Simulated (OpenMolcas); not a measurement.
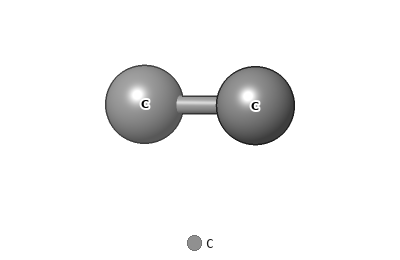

Figure 1. The molecule at the reference distance of 1.264 Å.

# Run report: C₂⁻, relativistic diatomic calculation (part 1 of 2)

C₂⁻. Computed at this level: SA-CASSCF(9,8)/XMS-CASPT2 + RASSI spin-orbit (X2C scalar, AMFI), ANO-RCC-VTZP (OpenMolcas).

## Input file
```
&GATEWAY
Coord
2
angstrom
C 0.0 0.0 0.0
C 0.0 0.0 1.2640
Basis=ANO-RCC-VTZP
Group=XY
RX2C
AMFI
ANGMom
0.0 0.0 0.0
RICD
&SEWARD
&GUESSORB
&RASSCF
FileOrb=$CurrDir/o21.orb
Symmetry=1
Spin=2
nActEl=9 0 0
Inactive=2 0
RAS2=4 4
CIRoot=8 8 1
Linear
Iterations=120 100
OrbListing=Nothing
PRWF=0.15
>>COPY $Project.RasOrb $CurrDir/o21.orb
>>COPY $Project.rasscf.h5 $CurrDir/r21.h5
&CASPT2
XMultistate=all
Imaginary=0.2
IPEA=0.25
MaxIter=40
>>COPY $Project.JobMix JOB001
&RASSCF
FileOrb=$CurrDir/o22.orb
Symmetry=2
Spin=2
nActEl=9 0 0
Inactive=2 0
RAS2=4 4
CIRoot=8 8 1
Linear
Iterations=120 100
OrbListing=Nothing
PRWF=0.15
>>COPY $Project.RasOrb $CurrDir/o22.orb
>>COPY $Project.rasscf.h5 $CurrDir/r22.h5
&CASPT2
XMultistate=all
Imaginary=0.2
IPEA=0.25
MaxIter=40
>>COPY $Project.JobMix JOB002
&RASSCF
CIOnly
FileOrb=$CurrDir/ref.orb
Symmetry=2
Spin=4
nActEl=9 0 0
Inactive=2 0
RAS2=4 4
CIRoot=4 4 1
Linear
Iterations=120 100
OrbListing=Nothing
PRWF=0.15
>>COPY $Project.RasOrb $CurrDir/o42.orb
>>COPY $Project.rasscf.h5 $CurrDir/r42.h5
&CASPT2
XMultistate=all
Imaginary=0.2
IPEA=0.25
MaxIter=40
>>COPY $Project.JobMix JOB003
&RASSI
Nr of JobIphs=3 8 8 4
1 2 3 4 5 6 7 8
1 2 3 4 5 6 7 8
1 2 3 4
SpinOrbit
EJob
Omega
MEES
MESO
Properties=4
'AngMom' 3 'Mltpl  1' 1 'Mltpl  1' 2 'Mltpl  1' 3
Thrs=1.0d-4
>>COPY $Project.rassi.h5 $CurrDir/so.h5
```

The first orbital files come from an earlier step.

Hardware: 1 thread of Arm Neoverse V2, 24 GiB of memory available, shared host.

Launched with:
```bash
pymolcas m.inp (one call a module block, same work directory)
```

## The program's output (extracts)
```
++    Wave function specifications:
      Number of closed shell electrons           4
      Number of electrons in active shells       9
      Number of inactive orbitals                2
      Number of active orbitals                  8
      Number of secondary orbitals              50
      Spin quantum number                      0.5
      State symmetry                             1
++    Orbital specifications:
      Symmetry species                           1   2
                                                 a   b
      Frozen orbitals                            0   0
      Inactive orbitals                          2   0
      Active orbitals                            4   4
      RAS2 orbitals                              4   4
      Secondary orbitals                        26  24
      Number of basis functions                 32  28
      printout of CI-coefficients larger than  0.15 for root  1
      energy=     -75.712283
      conf/sym  1111 2222     Coeff  Weight
           764  0u22 0022  -0.94092 0.88534
      printout of CI-coefficients larger than  0.15 for root  2
      energy=     -75.622596
      conf/sym  1111 2222     Coeff  Weight
           659  02u2 0022  -0.88636 0.78563
           754  0u22 u02d  -0.24566 0.06035
           763  0u22 0ud2  -0.24566 0.06035
      printout of CI-coefficients larger than  0.15 for root  3
      energy=     -75.450469
      conf/sym  1111 2222     Coeff  Weight
           659  02u2 0022   0.26654 0.07104
           745  0u22 d02u   0.59628 0.35555
           754  0u22 u02d  -0.26903 0.07238
           761  0u22 0du2   0.59628 0.35556
           763  0u22 0ud2  -0.26903 0.07238
      printout of CI-coefficients larger than  0.15 for root  4
      energy=     -75.428325
      conf/sym  1111 2222     Coeff  Weight
           746  0u22 0d2u   0.39765 0.15812
           755  0u22 0u2d   0.55531 0.30837
           760  0u22 d0u2  -0.39764 0.15812
           762  0u22 u0d2  -0.55531 0.30837
      printout of CI-coefficients larger than  0.15 for root  5
      energy=     -75.425902
      conf/sym  1111 2222     Coeff  Weight
           745  0u22 d02u  -0.67261 0.45241
           761  0u22 0du2   0.67261 0.45241
      printout of CI-coefficients larger than  0.15 for root  6
      energy=     -75.425902
      conf/sym  1111 2222     Coeff  Weight
           746  0u22 0d2u  -0.67262 0.45241
           760  0u22 d0u2  -0.67261 0.45241
      printout of CI-coefficients larger than  0.15 for root  7
      energy=     -75.419888
      conf/sym  1111 2222     Coeff  Weight
           754  0u22 u02d  -0.65170 0.42471
           755  0u22 0u2d  -0.19257 0.03708
           762  0u22 u0d2  -0.19257 0.03708
           763  0u22 0ud2   0.65170 0.42471
      printout of CI-coefficients larger than  0.15 for root  8
      energy=     -75.419888
      conf/sym  1111 2222     Coeff  Weight
           754  0u22 u02d   0.19257 0.03708
           755  0u22 0u2d  -0.65170 0.42471
           762  0u22 u0d2  -0.65170 0.42471
           763  0u22 0ud2  -0.19257 0.03708
      Natural orbitals and occupation numbers for root  1
      sym 1:   0.016371   1.046612   1.928423   1.990463
      sym 2:   0.086396   0.086396   1.922670   1.922670
      Natural orbitals and occupation numbers for root  2
      sym 1:   0.020520   1.824502   1.160055   1.986094
      sym 2:   0.135340   0.135340   1.869075   1.869075
      Natural orbitals and occupation numbers for root  3
      sym 1:   0.023500   1.093149   1.884459   1.989521
      sym 2:   0.503906   0.503906   1.500779   1.500780
      Natural orbitals and occupation numbers for root  4
      sym 1:   0.014184   1.041799   1.936765   1.991336
      sym 2:   0.535366   0.535369   1.472592   1.472588
      Natural orbitals and occupation numbers for root  5
      sym 1:   0.017725   1.045979   1.926671   1.992299
      sym 2:   0.543469   0.543468   1.465195   1.465194
      Natural orbitals and occupation numbers for root  6
      sym 1:   0.017725   1.045979   1.926671   1.992299
      sym 2:   0.543465   0.543473   1.465198   1.465191
      Natural orbitals and occupation numbers for root  7
      sym 1:   0.015828   1.022014   1.938653   1.984595
      sym 2:   0.535775   0.535775   1.483680   1.483680
      Natural orbitals and occupation numbers for root  8
      sym 1:   0.015828   1.022014   1.938653   1.984595
      sym 2:   0.535775   0.535774   1.483680   1.483681
      RASSCF energy for state  8                    -75.41988789
::    RASSCF root number  1 Total energy:    -75.71228311
::    RASSCF root number  2 Total energy:    -75.62259644
::    RASSCF root number  3 Total energy:    -75.45046940
::    RASSCF root number  4 Total energy:    -75.42832478
::    RASSCF root number  5 Total energy:    -75.42590165
::    RASSCF root number  6 Total energy:    -75.42590165
::    RASSCF root number  7 Total energy:    -75.41988789
::    RASSCF root number  8 Total energy:    -75.41988789
      Von Neumann Entropy (Root   1) =  1.10422
++    Wave function specifications:
      Number of closed shell electrons           0
      Number of electrons in active shells       9
      Number of inactive orbitals                0
      Number of active orbitals                  8
      Number of secondary orbitals              50
      Spin quantum number                      0.5
      State symmetry                             1
      Number of CSFs                          1176
      Number of CASSCF root(s) available         8
      CASPT2 state passed to geometry opt.       8
      A file JOBMIX will be created
      This is a MULTI-STATE CASSCF reference
      Number of CI roots used                    8
      These are:                                 1   2   3   4   5   6   7   8
      Off-diagonal elements of Heff are computed
  FINAL CASPT2 RESULT:
      Reference energy:         -75.7122831080
      E2 (Non-variational):      -0.2000057286
      Shift correction:          -0.0016165529
      E2 (Variational):          -0.2016222815
      Total energy:             -75.9139053895
      Reference weight:           0.92749
  FINAL CASPT2 RESULT:
      Reference energy:         -75.6225964359
      E2 (Non-variational):      -0.2049023143
      Shift correction:          -0.0021429913
      E2 (Variational):          -0.2070453056
      Total energy:             -75.8296417415
      Reference weight:           0.92222
  FINAL CASPT2 RESULT:
      Reference energy:         -75.4504694037
      E2 (Non-variational):      -0.2026092550
      Shift correction:          -0.0018240203
      E2 (Variational):          -0.2044332753
      Total energy:             -75.6549026790
      Reference weight:           0.92466
  FINAL CASPT2 RESULT:
      Reference energy:         -75.4283247758
      E2 (Non-variational):      -0.2160519024
      Shift correction:          -0.0020852126
      E2 (Variational):          -0.2181371150
      Total energy:             -75.6464618908
      Reference weight:           0.91838
  FINAL CASPT2 RESULT:
      Reference energy:         -75.4259016544
      E2 (Non-variational):      -0.2085223775
      Shift correction:          -0.0019605802
      E2 (Variational):          -0.2104829576
      Total energy:             -75.6363846120
      Reference weight:           0.92298
  FINAL CASPT2 RESULT:
      Reference energy:         -75.4259016544
      E2 (Non-variational):      -0.2091105722
      Shift correction:          -0.0019849255
      E2 (Variational):          -0.2110954977
      Total energy:             -75.6369971521
      Reference weight:           0.92243
  FINAL CASPT2 RESULT:
      Reference energy:         -75.4198878939
      E2 (Non-variational):      -0.2147948613
      Shift correction:          -0.0019795177
      E2 (Variational):          -0.2167743790
      Total energy:             -75.6366622729
      Reference weight:           0.91961
  FINAL CASPT2 RESULT:
      Reference energy:         -75.4198878939
      E2 (Non-variational):      -0.2149930442
      Shift correction:          -0.0019949778
      E2 (Variational):          -0.2169880220
      Total energy:             -75.6368759159
      Reference weight:           0.91934
       Total XMS-CASPT2 energies:
::    XMS-CASPT2 Root  1     Total energy:    -75.91390539
::    XMS-CASPT2 Root  2     Total energy:    -75.82585447
::    XMS-CASPT2 Root  3     Total energy:    -75.65868995
::    XMS-CASPT2 Root  4     Total energy:    -75.64646189
::    XMS-CASPT2 Root  5     Total energy:    -75.63923536
::    XMS-CASPT2 Root  6     Total energy:    -75.63868264
::    XMS-CASPT2 Root  7     Total energy:    -75.63463866
::    XMS-CASPT2 Root  8     Total energy:    -75.63436329
++    Wave function specifications:
      Number of closed shell electrons           4
      Number of electrons in active shells       9
      Number of inactive orbitals                2
      Number of active orbitals                  8
      Number of secondary orbitals              50
      Spin quantum number                      0.5
      State symmetry                             2
      printout of CI-coefficients larger than  0.15 for root  1
      energy=     -75.689939
      conf/sym  1111 2222     Coeff  Weight
           198  0222 002u   0.96687 0.93484
      printout of CI-coefficients larger than  0.15 for root  2
      energy=     -75.689939
      conf/sym  1111 2222     Coeff  Weight
           204  0222 00u2  -0.96687 0.93484
      printout of CI-coefficients larger than  0.15 for root  3
      energy=     -75.451813
      conf/sym  1111 2222     Coeff  Weight
           191  0222 u020  -0.50109 0.25109
           197  0222 0udu   0.27954 0.07814
           201  0222 0uud  -0.58573 0.34308
           747  0022 u022  -0.50494 0.25497
      printout of CI-coefficients larger than  0.15 for root  4
      energy=     -75.451813
      conf/sym  1111 2222     Coeff  Weight
           196  0222 u0du  -0.64703 0.41865
           203  0222 0u02  -0.50109 0.25109
           748  0022 0u22  -0.50494 0.25496
      printout of CI-coefficients larger than  0.15 for root  5
      energy=     -75.446390
      conf/sym  1111 2222     Coeff  Weight
           191  0222 u020   0.29055 0.08442
           197  0222 0udu  -0.15401 0.02372
           201  0222 0uud   0.41899 0.17556
           687  0202 u022   0.30260 0.09157
           747  0022 u022  -0.72817 0.53024
      printout of CI-coefficients larger than  0.15 for root  6
      energy=     -75.446390
      conf/sym  1111 2222     Coeff  Weight
           196  0222 u0du   0.43986 0.19348
           203  0222 0u02   0.29055 0.08442
           688  0202 0u22   0.30260 0.09157
           748  0022 0u22  -0.72818 0.53024
      printout of CI-coefficients larger than  0.15 for root  7
      energy=     -75.412760
      conf/sym  1111 2222     Coeff  Weight
           192  0222 0u20   0.49321 0.24326
           196  0222 u0du   0.34878 0.12165
           200  0222 u0ud   0.60411 0.36495
           203  0222 0u02  -0.49326 0.24330
      printout of CI-coefficients larger than  0.15 for root  8
      energy=     -75.412760
      conf/sym  1111 2222     Coeff  Weight
           191  0222 u020   0.49324 0.24329
           197  0222 0udu  -0.34877 0.12164
           201  0222 0uud  -0.60409 0.36493
           202  0222 u002  -0.49325 0.24329
      Natural orbitals and occupation numbers for root  1
      sym 1:   0.016479   1.981138   1.972821   1.986390
      sym 2:   0.042427   0.064524   1.944664   0.991559
      Natural orbitals and occupation numbers for root  2
      sym 1:   0.016479   1.981138   1.972821   1.986390
      sym 2:   0.064523   0.042427   0.991559   1.944664
      Natural orbitals and occupation numbers for root  3
      sym 1:   0.013577   1.436244   1.925021   1.987359
      sym 2:   0.591264   0.478324   1.530221   1.037990
      Natural orbitals and occupation numbers for root  4
      sym 1:   0.013577   1.436254   1.925022   1.987359
      sym 2:   0.478330   0.591258   1.037986   1.530215
      Natural orbitals and occupation numbers for root  5
      sym 1:   0.012449   0.853097   1.749544   1.983732
      sym 2:   0.821786   0.283143   1.697282   1.598966
      Natural orbitals and occupation numbers for root  6
      sym 1:   0.012449   0.853088   1.749543   1.983732
      sym 2:   0.283140   0.821789   1.598974   1.697284
      Natural orbitals and occupation numbers for root  7
      sym 1:   0.012352   1.984211   1.979543   1.989654
      sym 2:   0.515068   0.515030   1.002025   1.002118
      Natural orbitals and occupation numbers for root  8
      sym 1:   0.012352   1.984211   1.979543   1.989654
      sym 2:   0.515054   0.515044   1.002064   1.002078
      RASSCF energy for state  8                    -75.41275980
::    RASSCF root number  1 Total energy:    -75.68993881
::    RASSCF root number  2 Total energy:    -75.68993880
::    RASSCF root number  3 Total energy:    -75.45181297
::    RASSCF root number  4 Total energy:    -75.45181296
::    RASSCF root number  5 Total energy:    -75.44639018
::    RASSCF root number  6 Total energy:    -75.44639013
::    RASSCF root number  7 Total energy:    -75.41275980
::    RASSCF root number  8 Total energy:    -75.41275980
      Von Neumann Entropy (Root   1) =  0.91879
++    Wave function specifications:
      Number of closed shell electrons           0
      Number of electrons in active shells       9
      Number of inactive orbitals                0
      Number of active orbitals                  8
      Number of secondary orbitals              50
      Spin quantum number                      0.5
      State symmetry                             2
      Number of CSFs                          1176
      Number of CASSCF root(s) available         8
      CASPT2 state passed to geometry opt.       8
      A file JOBMIX will be created
      This is a MULTI-STATE CASSCF reference
      Number of CI roots used                    8
      These are:                                 1   2   3   4   5   6   7   8
      Off-diagonal elements of Heff are computed
  FINAL CASPT2 RESULT:
      Reference energy:         -75.6899388063
      E2 (Non-variational):      -0.1988531830
      Shift correction:          -0.0015290031
      E2 (Variational):          -0.2003821861
      Total energy:             -75.8903209924
      Reference weight:           0.92910
  FINAL CASPT2 RESULT:
      Reference energy:         -75.6899388020
      E2 (Non-variational):      -0.1988531300
      Shift correction:          -0.0015290007
      E2 (Variational):          -0.2003821307
      Total energy:             -75.8903209327
      Reference weight:           0.92910
  FINAL CASPT2 RESULT:
      Reference energy:         -75.4518129662
      E2 (Non-variational):      -0.2020733258
      Shift correction:          -0.0017472652
      E2 (Variational):          -0.2038205909
      Total energy:             -75.6556335571
      Reference weight:           0.92593
  FINAL CASPT2 RESULT:
      Reference energy:         -75.4518129550
      E2 (Non-variational):      -0.2020733001
      Shift correction:          -0.0017472610
      E2 (Variational):          -0.2038205611
      Total energy:             -75.6556335161
      Reference weight:           0.92593
  FINAL CASPT2 RESULT:
      Reference energy:         -75.4463901767
      E2 (Non-variational):      -0.2261993716
      Shift correction:          -0.0028479781
      E2 (Variational):          -0.2290473497
      Total energy:             -75.6754375263
      Reference weight:           0.90523
  FINAL CASPT2 RESULT:
      Reference energy:         -75.4463901309
      E2 (Non-variational):      -0.2261995160
      Shift correction:          -0.0028479932
      E2 (Variational):          -0.2290475093
      Total energy:             -75.6754376401
      Reference weight:           0.90523
  FINAL CASPT2 RESULT:
      Reference energy:         -75.4127598026
      E2 (Non-SPIN-FREE ENERGIES:
  (Shifted by EMIN (a.u.) =        -75.9139053895)
 SF State       Relative EMIN(au)   Rel lowest level(eV)    D:o, cm**(-1)      Abs_M
     1             0.0000000000        0.0000000000              0.0000         0.0
     9             0.0235843971        0.6417641394           5176.1769         1.0
    10             0.0235844568        0.6417657626           5176.1900         1.0
     2             0.0880509160        2.3959874858          19324.9423         0.0
    17             0.2314234878        6.2973539126          50791.5847         1.0
    18             0.2314234878        6.2973539126          50791.5847         1.0
    11             0.2359008066        6.4191879653          51774.2426         1.0
    12             0.2359008599        6.4191894140          51774.2543         1.0
     3             0.2552154423        6.9447659769          56013.3151         0.0
    19             0.2588881808        7.0447062810          56819.3880         1.0
    20             0.2588881828        7.0447063358          56819.3885         1.0
    13             0.2608118628        7.0970523367          57241.5874         1.0
    14             0.2608118748        7.0970526634          57241.5901         1.0
     4             0.2674434986        7.2775083403          58697.0633         0.0
     5             0.2746700324        7.4741523426          60283.1041         2.0
     6             0.2752227501        7.4891925564          60404.4116         2.0
     7             0.2792667247        7.5992347104          61291.9614         2.0
     8             0.2795420981        7.6067280037          61352.3989         2.0
    15             0.2902335724        7.8976578399          63698.9063         3.0
    16             0.2902335987        7.8976585557          63698.9121         3.0
```

(Continued in part 2.) Outcome of the run: converged; components of a degenerate state are split by 121 cm⁻¹; whether the anion is bound against detachment isn't tested.
